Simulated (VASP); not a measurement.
Band structure of ZrSe$_{2}$ (1T layered). These are RPBE GGA, VASP's PBE PAW potentials (set 64) (plane waves; VASP) values and carry that method's errors.

Without a dispersion term in the relaxation, distances and binding between the weakly bound layers, chains or molecules are unreliable, and so is what depends on them.

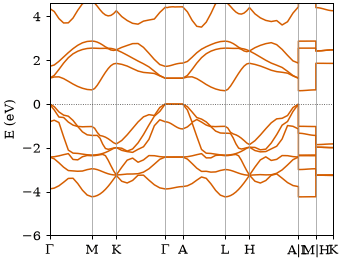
*Bands along high-symmetry lines, zero at the valence-band maximum or, without a gap, the Fermi level*

Q: Read the plot: is there a gap, and where are the band edges?

A: The gap is indirect, 0.61 eV, from the valence maximum at Γ to the conduction minimum at L. (Edges off the drawn lines would not show.)

The compound is ZrSe2 in the 1T layered structure. It was relaxed first, which changed the volume by +37 %.
